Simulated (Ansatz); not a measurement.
# BGeH₄ (doublet): RPA-PBE over a scan of the distance Ge1–B2, cc-pVDZ

Aim: run BGeH₄ (doublet) with these functionals over a scan of the distance Ge1–B2, and hold them against the top wave-function level at the same points.

Method: cc-pVDZ, all electrons in the functionals, frozen cores in the correlation of double hybrids and RPA; program: Ansatz 0.2.0, Gaussian basis.

Plan: RPA-PBE, at 1.616 Å; 1.777 Å; 1.974 Å; 2.130 Å; 2.450 Å; 2.779 Å; 3.146 Å; 3.691 Å; 4.282 Å; 5.232 Å; 6.777 Å.

19 further runs of the same task are left out: 1 for a mislabelled method, 15 that didn't finish, 3 set aside as unsound or not needed.

## Step 1: The geometry

The geometry derives from a PBE0/def2-TZVP stationary point (not a proven minimum). One bond is set to the value named and the two fragments are kept rigid. No spin-orbit coupling is included. The filled d shell of Ge may be among the frozen orbitals whatever the setting's name suggests; the logs give the count.

6 atoms, charge 0, spin multiplicity 2.

Atoms are counted from 1 here; the program's logs count them from 0.

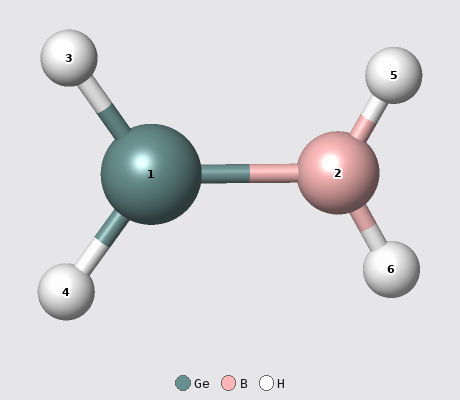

The geometry (germanium teal, boron pink, hydrogen white); atoms are numbered from 1 in the order of the file.

No dispersion term is added.

The geometry shown and the zero of energy belong to the point 1.974 Å. The yardstick, UCCSDT(Q), and other wave-function levels (R restricted, U unrestricted, valence and pair active spaces) come from earlier runs.

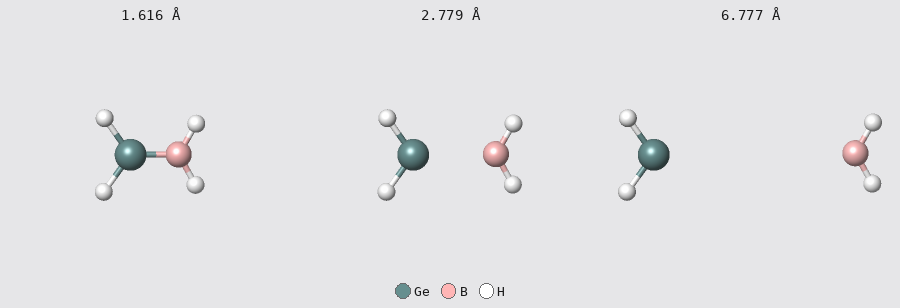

Three points of the scan; sticks are drawn by distance.

## Step 2: RPA-PBE, 1.616 Å

Contents of in.yaml:

```yaml
crystal:
  periodic: [false, false, false]
  atoms:
    - {symbol: Ge, position_ang: [0.000000, 0.000000, 0.229907]}
    - {symbol: B, position_ang: [0.000000, 0.000000, -1.386093]}
    - {symbol: H, position_ang: [0.000000, 1.255258, 1.114554]}
    - {symbol: H, position_ang: [0.000000, -1.255258, 1.114554]}
    - {symbol: H, position_ang: [0.000000, 1.042369, -1.965502]}
    - {symbol: H, position_ang: [0.000000, -1.042369, -1.965502]}
basis:
  gaussian: {orbitals: cc-pVDZ}
magnetization: {spin_polarized: true, initial_magnetization: 1}
hamiltonian: {xc: {name: PBE}}
correlation: {method: rpa, electrons: outside_noble_gas}
```

On the command line:

```console
$ ansatz run in.yaml --threads 1 --pin off --events-out ev --progress --plain --max-ram 2393MiB
```

Output:

```text
Functional definition: PBE
  name "PBE"
  cite "Perdew, Burke & Ernzerhof, Phys. Rev. Lett. 77, 3865 (1996) doi:10.1103/PhysRevLett.77.3865"
  parent pbe
  parameter kappa = 0.804
  parameter beta = 0.06672455060314922
  exchange = pbe_x(kappa = kappa, mu = beta*pi^2/3)
  correlation = pbe_c(beta = beta)
630 factors; integrals over basis functions are off by at most 1.0e-3 eV
mean field evaluation 1: about -57240.4799 eV, gradient 2.5e1 eV
mean field evaluation 2: about -57240.4733 eV, gradient 2.5e1 eV
mean field evaluation 4: about -57244.8234 eV, gradient 3.0e0 eV
mean field evaluation 8: about -57244.9060 eV, gradient 4.0e-2 eV
mean field evaluation 16: about -57244.9060 eV, gradient 5.6e-6 eV
mean field -57244.90599195 eV, -2103.7114932131 hartree, gradient 1.5e-6 eV, S^2 0.752274; 0 other end points of the search recorded, 0 dependent functions left out
15 core orbitals not correlated: weight in the atoms' cores, before any rotation towards them, 0.996 or more for the frozen orbitals, at most 0.002 for the correlated occupied ones
reference -57203.36187657 eV, -2102.1847751326 hartree; 6, 5 occupied and 40, 41 virtual orbitals, 630 factors
Total energy: -57212.90291397 eV, -2102.5354017901 hartree
```

Wall time 3.2 s (1 thread of Arm Neoverse V1, shared host).

From the report: ⟨S²⟩ of the determinant 0.752 (pure doublet: 0.75).

## Step 3: RPA-PBE, 1.777 Å

Contents of in.yaml:

```yaml
crystal:
  periodic: [false, false, false]
  atoms:
    - {symbol: Ge, position_ang: [0.000000, 0.000000, 0.253513]}
    - {symbol: B, position_ang: [0.000000, 0.000000, -1.523487]}
    - {symbol: H, position_ang: [0.000000, 1.255258, 1.138160]}
    - {symbol: H, position_ang: [0.000000, -1.255258, 1.138160]}
    - {symbol: H, position_ang: [0.000000, 1.042369, -2.102896]}
    - {symbol: H, position_ang: [0.000000, -1.042369, -2.102896]}
basis:
  gaussian: {orbitals: cc-pVDZ}
magnetization: {spin_polarized: true, initial_magnetization: 1}
hamiltonian: {xc: {name: PBE}}
correlation: {method: rpa, electrons: outside_noble_gas}
```

Same command.

Output, cut to the lines that bear on the results:

```text
Functional definition: PBE
  name "PBE"
  cite "Perdew, Burke & Ernzerhof, Phys. Rev. Lett. 77, 3865 (1996) doi:10.1103/PhysRevLett.77.3865"
  parent pbe
[...]
630 factors; integrals over basis functions are off by at most 1.1e-3 eV
[...]
mean field -57246.31830027 eV, -2103.7633945866 hartree, gradient 2.6e-6 eV, S^2 0.752295; 0 other end points of the search recorded, 0 dependent functions left out
15 core orbitals not correlated: weight in the atoms' cores, before any rotation towards them, 0.998 or more for the frozen orbitals, at most 0.001 for the correlated occupied ones
reference -57204.90691442 eV, -2102.2415542265 hartree; 6, 5 occupied and 40, 41 virtual orbitals, 630 factors
Total energy: -57214.51114509 eV, -2102.5945031935 hartree
```

Run time: 2.8 s. Hardware: 1 thread of Arm Neoverse V1, shared host.

From the report: ⟨S²⟩ of the determinant 0.752 (pure doublet: 0.75).

## Step 4: RPA-PBE, 1.974 Å

Contents of in.yaml:

```yaml
crystal:
  periodic: [false, false, false]
  atoms:
    - {symbol: Ge, position_ang: [0.000000, 0.000000, 0.282333]}
    - {symbol: B, position_ang: [0.000000, 0.000000, -1.691224]}
    - {symbol: H, position_ang: [0.000000, 1.255258, 1.166980]}
    - {symbol: H, position_ang: [0.000000, -1.255258, 1.166980]}
    - {symbol: H, position_ang: [0.000000, 1.042369, -2.270633]}
    - {symbol: H, position_ang: [0.000000, -1.042369, -2.270633]}
basis:
  gaussian: {orbitals: cc-pVDZ}
magnetization: {spin_polarized: true, initial_magnetization: 1}
hamiltonian: {xc: {name: PBE}}
correlation: {method: rpa, electrons: outside_noble_gas}
```

Launched as before.

Output, cut to the lines that bear on the results:

```text
Functional definition: PBE
  name "PBE"
  cite "Perdew, Burke & Ernzerhof, Phys. Rev. Lett. 77, 3865 (1996) doi:10.1103/PhysRevLett.77.3865"
  parent pbe
[...]
630 factors; integrals over basis functions are off by at most 1.1e-3 eV
[...]
mean field -57246.78968456 eV, -2103.7807176398 hartree, gradient 4.0e-6 eV, S^2 0.752352; 1 other end points of the search recorded, 0 dependent functions left out
15 core orbitals not correlated: weight in the atoms' cores, before any rotation towards them, 0.998 or more for the frozen orbitals, at most 0.001 for the correlated occupied ones
reference -57205.42349395 eV, -2102.2605381739 hartree; 6, 5 occupied and 40, 41 virtual orbitals, 630 factors
Total energy: -57215.12135612 eV, -2102.6169280353 hartree
```

Run time: 3 s. Hardware: 1 thread of Arm Neoverse V1, shared host.

From the report: ⟨S²⟩ of the determinant 0.752 (pure doublet: 0.75).

## Step 5: RPA-PBE, 2.130 Å

Contents of in.yaml:

```yaml
crystal:
  periodic: [false, false, false]
  atoms:
    - {symbol: Ge, position_ang: [0.000000, 0.000000, 0.305271]}
    - {symbol: B, position_ang: [0.000000, 0.000000, -1.824729]}
    - {symbol: H, position_ang: [0.000000, 1.255258, 1.189918]}
    - {symbol: H, position_ang: [0.000000, -1.255258, 1.189918]}
    - {symbol: H, position_ang: [0.000000, 1.042369, -2.404138]}
    - {symbol: H, position_ang: [0.000000, -1.042369, -2.404138]}
basis:
  gaussian: {orbitals: cc-pVDZ}
magnetization: {spin_polarized: true, initial_magnetization: 1}
hamiltonian: {xc: {name: PBE}}
correlation: {method: rpa, electrons: outside_noble_gas}
```

Launched as before.

Output, cut to the lines that bear on the results:

```text
Functional definition: PBE
  name "PBE"
  cite "Perdew, Burke & Ernzerhof, Phys. Rev. Lett. 77, 3865 (1996) doi:10.1103/PhysRevLett.77.3865"
  parent pbe
[...]
630 factors; integrals over basis functions are off by at most 1.1e-3 eV
[...]
mean field -57246.66404291 eV, -2103.7761003944 hartree, gradient 3.1e-6 eV, S^2 0.752417; 1 other end points of the search recorded, 0 dependent functions left out
15 core orbitals not correlated: weight in the atoms' cores, before any rotation towards them, 0.998 or more for the frozen orbitals, at most 0.001 for the correlated occupied ones
reference -57205.27174037 eV, -2102.2549613326 hartree; 6, 5 occupied and 40, 41 virtual orbitals, 630 factors
Total energy: -57215.05344521 eV, -2102.6144323552 hartree
```

Run time: 3.1 s. Hardware: 1 thread of Arm Neoverse V1, shared host.

From the report: ⟨S²⟩ of the determinant 0.752 (pure doublet: 0.75).

From 1.974 Å: +0.068 eV.

## Step 6: RPA-PBE, 2.450 Å

Contents of in.yaml:

```yaml
crystal:
  periodic: [false, false, false]
  atoms:
    - {symbol: Ge, position_ang: [0.000000, 0.000000, 0.352190]}
    - {symbol: B, position_ang: [0.000000, 0.000000, -2.097810]}
    - {symbol: H, position_ang: [0.000000, 1.255258, 1.236837]}
    - {symbol: H, position_ang: [0.000000, -1.255258, 1.236837]}
    - {symbol: H, position_ang: [0.000000, 1.042369, -2.677219]}
    - {symbol: H, position_ang: [0.000000, -1.042369, -2.677219]}
basis:
  gaussian: {orbitals: cc-pVDZ}
magnetization: {spin_polarized: true, initial_magnetization: 1}
hamiltonian: {xc: {name: PBE}}
correlation: {method: rpa, electrons: outside_noble_gas}
```

Launched as before.

Output, cut to the lines that bear on the results:

```text
Functional definition: PBE
  name "PBE"
  cite "Perdew, Burke & Ernzerhof, Phys. Rev. Lett. 77, 3865 (1996) doi:10.1103/PhysRevLett.77.3865"
  parent pbe
[...]
632 factors; integrals over basis functions are off by at most 1.2e-3 eV
[...]
mean field -57245.87250359 eV, -2103.7470118608 hartree, gradient 2.9e-6 eV, S^2 0.752623; 3 other end points of the search recorded, 0 dependent functions left out
15 core orbitals not correlated: weight in the atoms' cores, before any rotation towards them, 0.998 or more for the frozen orbitals, at most 0.001 for the correlated occupied ones
reference -57204.32330032 eV, -2102.2201068039 hartree; 6, 5 occupied and 40, 41 virtual orbitals, 632 factors
Total energy: -57214.30666586 eV, -2102.5869887202 hartree
```

Run time: 6 s. Hardware: 1 thread of Arm Neoverse V1, shared host.

From the report: ⟨S²⟩ of the determinant 0.753 (pure doublet: 0.75).

From 1.974 Å: +0.815 eV.

## Step 7: RPA-PBE, 2.779 Å

Contents of in.yaml:

```yaml
crystal:
  periodic: [false, false, false]
  atoms:
    - {symbol: Ge, position_ang: [0.000000, 0.000000, 0.400428]}
    - {symbol: B, position_ang: [0.000000, 0.000000, -2.378572]}
    - {symbol: H, position_ang: [0.000000, 1.255258, 1.285075]}
    - {symbol: H, position_ang: [0.000000, -1.255258, 1.285075]}
    - {symbol: H, position_ang: [0.000000, 1.042369, -2.957981]}
    - {symbol: H, position_ang: [0.000000, -1.042369, -2.957981]}
basis:
  gaussian: {orbitals: cc-pVDZ}
magnetization: {spin_polarized: true, initial_magnetization: 1}
hamiltonian: {xc: {name: PBE}}
correlation: {method: rpa, electrons: outside_noble_gas}
```

Launched as before.

Output, cut to the lines that bear on the results:

```text
Functional definition: PBE
  name "PBE"
  cite "Perdew, Burke & Ernzerhof, Phys. Rev. Lett. 77, 3865 (1996) doi:10.1103/PhysRevLett.77.3865"
  parent pbe
[...]
632 factors; integrals over basis functions are off by at most 1.2e-3 eV
[...]
mean field -57244.90360537 eV, -2103.7114055082 hartree, gradient 3.2e-6 eV, S^2 0.753143; 6 other end points of the search recorded, 0 dependent functions left out
15 core orbitals not correlated: weight in the atoms' cores, before any rotation towards them, 0.998 or more for the frozen orbitals, at most 0.001 for the correlated occupied ones
reference -57203.10524868 eV, -2102.1753442317 hartree; 6, 5 occupied and 40, 41 virtual orbitals, 632 factors
Total energy: -57213.35560515 eV, -2102.5520378841 hartree
```

It took 9 s on 1 thread of Arm Neoverse V1, shared host.

From the report: ⟨S²⟩ of the determinant 0.753 (pure doublet: 0.75).

From 1.974 Å: +1.766 eV.

## Step 8: RPA-PBE, 3.146 Å

Contents of in.yaml:

```yaml
crystal:
  periodic: [false, false, false]
  atoms:
    - {symbol: Ge, position_ang: [0.000000, 0.000000, 0.454239]}
    - {symbol: B, position_ang: [0.000000, 0.000000, -2.691761]}
    - {symbol: H, position_ang: [0.000000, 1.255258, 1.338886]}
    - {symbol: H, position_ang: [0.000000, -1.255258, 1.338886]}
    - {symbol: H, position_ang: [0.000000, 1.042369, -3.271170]}
    - {symbol: H, position_ang: [0.000000, -1.042369, -3.271170]}
basis:
  gaussian: {orbitals: cc-pVDZ}
magnetization: {spin_polarized: true, initial_magnetization: 1}
hamiltonian: {xc: {name: PBE}}
correlation: {method: rpa, electrons: outside_noble_gas}
```

Launched as before.

Output, cut to the lines that bear on the results:

```text
Functional definition: PBE
  name "PBE"
  cite "Perdew, Burke & Ernzerhof, Phys. Rev. Lett. 77, 3865 (1996) doi:10.1103/PhysRevLett.77.3865"
  parent pbe
[...]
632 factors; integrals over basis functions are off by at most 1.2e-3 eV
[...]
mean field -57243.95316075 eV, -2103.6764773125 hartree, gradient 1.3e-6 eV, S^2 0.755551; 9 other end points of the search recorded, 0 dependent functions left out
15 core orbitals not correlated: weight in the atoms' cores, before any rotation towards them, 0.998 or more for the frozen orbitals, at most 0.001 for the correlated occupied ones
reference -57201.80975877 eV, -2102.1277358557 hartree; 6, 5 occupied and 40, 41 virtual orbitals, 632 factors
Total energy: -57212.44836745 eV, -2102.5186975133 hartree
```

Run time: 10 s. Hardware: 1 thread of Arm Neoverse V1, shared host.

From the report: ⟨S²⟩ of the determinant 0.756 (pure doublet: 0.75).

From 1.974 Å: +2.673 eV.

## Step 9: RPA-PBE, 3.691 Å

Contents of in.yaml:

```yaml
crystal:
  periodic: [false, false, false]
  atoms:
    - {symbol: Ge, position_ang: [0.000000, 0.000000, 0.534147]}
    - {symbol: B, position_ang: [0.000000, 0.000000, -3.156853]}
    - {symbol: H, position_ang: [0.000000, 1.255258, 1.418794]}
    - {symbol: H, position_ang: [0.000000, -1.255258, 1.418794]}
    - {symbol: H, position_ang: [0.000000, 1.042369, -3.736262]}
    - {symbol: H, position_ang: [0.000000, -1.042369, -3.736262]}
basis:
  gaussian: {orbitals: cc-pVDZ}
magnetization: {spin_polarized: true, initial_magnetization: 1}
hamiltonian: {xc: {name: PBE}}
correlation: {method: rpa, electrons: outside_noble_gas}
```

Same command.

Output, cut to the lines that bear on the results:

```text
Functional definition: PBE
  name "PBE"
  cite "Perdew, Burke & Ernzerhof, Phys. Rev. Lett. 77, 3865 (1996) doi:10.1103/PhysRevLett.77.3865"
  parent pbe
[...]
632 factors; integrals over basis functions are off by at most 1.2e-3 eV
[...]
mean field -57243.24027562 eV, -2103.6502792674 hartree, gradient 2.3e-6 eV, S^2 0.912862; 12 other end points of the search recorded, 0 dependent functions left out
15 core orbitals not correlated: weight in the atoms' cores, before any rotation towards them, 0.998 or more for the frozen orbitals, at most 0.001 for the correlated occupied ones
reference -57202.49838572 eV, -2102.1530424291 hartree; 6, 5 occupied and 40, 41 virtual orbitals, 632 factors
Total energy: -57211.91706010 eV, -2102.4991723285 hartree
```

Run time: 19 s. Hardware: 1 thread of Arm Neoverse V1, shared host.

From the report: ⟨S²⟩ of the determinant 0.913 (pure doublet: 0.75).

From 1.974 Å: +3.204 eV.

## Step 10: RPA-PBE, 4.282 Å

Contents of in.yaml:

```yaml
crystal:
  periodic: [false, false, false]
  atoms:
    - {symbol: Ge, position_ang: [0.000000, 0.000000, 0.620801]}
    - {symbol: B, position_ang: [0.000000, 0.000000, -3.661199]}
    - {symbol: H, position_ang: [0.000000, 1.255258, 1.505448]}
    - {symbol: H, position_ang: [0.000000, -1.255258, 1.505448]}
    - {symbol: H, position_ang: [0.000000, 1.042369, -4.240608]}
    - {symbol: H, position_ang: [0.000000, -1.042369, -4.240608]}
basis:
  gaussian: {orbitals: cc-pVDZ}
magnetization: {spin_polarized: true, initial_magnetization: 1}
hamiltonian: {xc: {name: PBE}}
correlation: {method: rpa, electrons: outside_noble_gas}
```

The command is unchanged.

Output, cut to the lines that bear on the results:

```text
Functional definition: PBE
  name "PBE"
  cite "Perdew, Burke & Ernzerhof, Phys. Rev. Lett. 77, 3865 (1996) doi:10.1103/PhysRevLett.77.3865"
  parent pbe
[...]
632 factors; integrals over basis functions are off by at most 1.2e-3 eV
[...]
mean field -57243.22517112 eV, -2103.6497241869 hartree, gradient 2.2e-6 eV, S^2 0.805929; 12 other end points of the search recorded, 0 dependent functions left out
15 core orbitals not correlated: weight in the atoms' cores, before any rotation towards them, 0.998 or more for the frozen orbitals, at most 0.001 for the correlated occupied ones
reference -57202.76285655 eV, -2102.1627615529 hartree; 6, 5 occupied and 40, 41 virtual orbitals, 632 factors
Total energy: -57212.06875304 eV, -2102.5047469411 hartree
```

Wall time 17 s (1 thread of Arm Neoverse V1, shared host).

From the report: ⟨S²⟩ of the determinant 0.806 (pure doublet: 0.75).

From 1.974 Å: +3.053 eV.

## Step 11: RPA-PBE, 5.232 Å

Contents of in.yaml:

```yaml
crystal:
  periodic: [false, false, false]
  atoms:
    - {symbol: Ge, position_ang: [0.000000, 0.000000, 0.760092]}
    - {symbol: B, position_ang: [0.000000, 0.000000, -4.471908]}
    - {symbol: H, position_ang: [0.000000, 1.255258, 1.644739]}
    - {symbol: H, position_ang: [0.000000, -1.255258, 1.644739]}
    - {symbol: H, position_ang: [0.000000, 1.042369, -5.051317]}
    - {symbol: H, position_ang: [0.000000, -1.042369, -5.051317]}
basis:
  gaussian: {orbitals: cc-pVDZ}
magnetization: {spin_polarized: true, initial_magnetization: 1}
hamiltonian: {xc: {name: PBE}}
correlation: {method: rpa, electrons: outside_noble_gas}
```

Launched as before.

Output, cut to the lines that bear on the results:

```text
Functional definition: PBE
  name "PBE"
  cite "Perdew, Burke & Ernzerhof, Phys. Rev. Lett. 77, 3865 (1996) doi:10.1103/PhysRevLett.77.3865"
  parent pbe
[...]
632 factors; integrals over basis functions are off by at most 1.2e-3 eV
[...]
mean field -57243.22782158 eV, -2103.6498215896 hartree, gradient 3.7e-9 eV, S^2 0.751360; 10 other end points of the search recorded, 0 dependent functions left out
15 core orbitals not correlated: weight in the atoms' cores, before any rotation towards them, 0.998 or more for the frozen orbitals, at most 0.001 for the correlated occupied ones
reference -57202.82174781 eV, -2102.1649257668 hartree; 6, 5 occupied and 40, 41 virtual orbitals, 632 factors
Total energy: -57212.13008481 eV, -2102.5070008420 hartree
```

Wall time 18 s (1 thread of Arm Neoverse V1, shared host).

From the report: ⟨S²⟩ of the determinant 0.751 (pure doublet: 0.75).

From 1.974 Å: +2.991 eV.

## Step 12: RPA-PBE, 6.777 Å

Contents of in.yaml:

```yaml
crystal:
  periodic: [false, false, false]
  atoms:
    - {symbol: Ge, position_ang: [0.000000, 0.000000, 0.986622]}
    - {symbol: B, position_ang: [0.000000, 0.000000, -5.790378]}
    - {symbol: H, position_ang: [0.000000, 1.255258, 1.871269]}
    - {symbol: H, position_ang: [0.000000, -1.255258, 1.871269]}
    - {symbol: H, position_ang: [0.000000, 1.042369, -6.369787]}
    - {symbol: H, position_ang: [0.000000, -1.042369, -6.369787]}
basis:
  gaussian: {orbitals: cc-pVDZ}
magnetization: {spin_polarized: true, initial_magnetization: 1}
hamiltonian: {xc: {name: PBE}}
correlation: {method: rpa, electrons: outside_noble_gas}
```

Launched as before.

Output, cut to the lines that bear on the results:

```text
Functional definition: PBE
  name "PBE"
  cite "Perdew, Burke & Ernzerhof, Phys. Rev. Lett. 77, 3865 (1996) doi:10.1103/PhysRevLett.77.3865"
  parent pbe
[...]
632 factors; integrals over basis functions are off by at most 1.2e-3 eV
[...]
mean field -57243.23004098 eV, -2103.6499031510 hartree, gradient 3.0e-6 eV, S^2 0.751358; 10 other end points of the search recorded, 0 dependent functions left out
15 core orbitals not correlated: weight in the atoms' cores, before any rotation towards them, 0.998 or more for the frozen orbitals, at most 0.001 for the correlated occupied ones
reference -57202.84045914 eV, -2102.1656133955 hartree; 6, 5 occupied and 40, 41 virtual orbitals, 632 factors
Total energy: -57212.14010996 eV, -2102.5073692595 hartree
```

Run time: 14 s. Hardware: 1 thread of Arm Neoverse V1, shared host.

From the report: ⟨S²⟩ of the determinant 0.751 (pure doublet: 0.75).

From 1.974 Å: +2.981 eV.

## Step 13: Against the wave-function levels

The yardstick is UCCSDT(Q), where the cluster series has nearly closed. It comes from earlier runs at the same points. Energies in eV, counted from 1.974 Å; blanks weren't run or aren't comparable.

| level | 1.616 Å | 1.777 Å | 1.974 Å | 2.130 Å | 2.450 Å | 2.779 Å | 3.146 Å | 3.691 Å | 4.282 Å | 5.232 Å | 6.777 Å |
| --- | --- | --- | --- | --- | --- | --- | --- | --- | --- | --- | --- |
| UCCSDT(Q) | 2.149 | 0.575 | 0.000 | 0.091 | 0.874 | 1.848 |  | 3.263 | 3.199 | 3.173 | 3.166 |
| RPA-PBE | 2.218 | 0.610 | 0.000 | 0.068 | 0.815 | 1.766 | 2.673 | 3.204 | 3.053 | 2.991 | 2.981 |

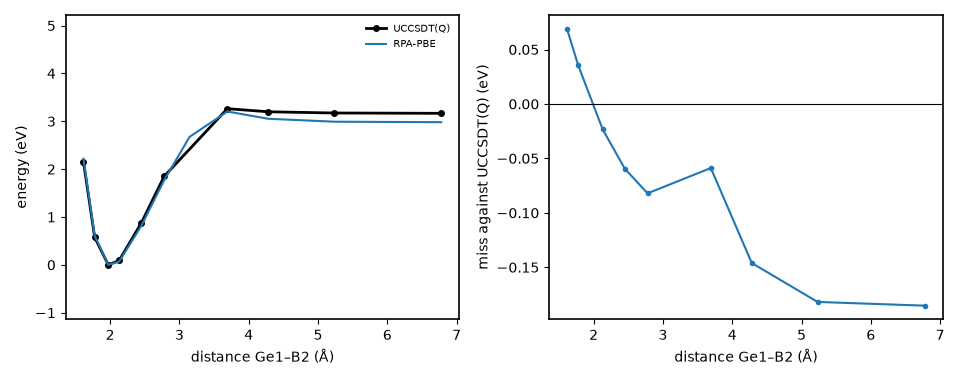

Left: the curves (the axis may cut off levels that run far away). Right: misses against UCCSDT(Q), in the same colours.

Largest miss and mean time a point (UCCSDT(Q) took 91 s a point; shared hosts):

| level | largest miss (eV) | where | time a point |
| --- | --- | --- | --- |
| RPA-PBE | -0.185 | 6.777 Å | 9.4 s |

## Step 14: What came out

| quantity | value |
| --- | --- |
| span of the UCCSDT(Q) curve (points where it is known) | 3.263 eV |
| largest miss, RPA-PBE | -0.185 eV (6.777 Å) |

Misses are known at 9 of 10 points at best, and only functionals with that many are ranked. RPA-PBE strays by up to 0.185 eV, at 6.777 Å. Functionals and the yardstick converge differently with the basis, so part of each miss in cc-pVDZ is the basis.
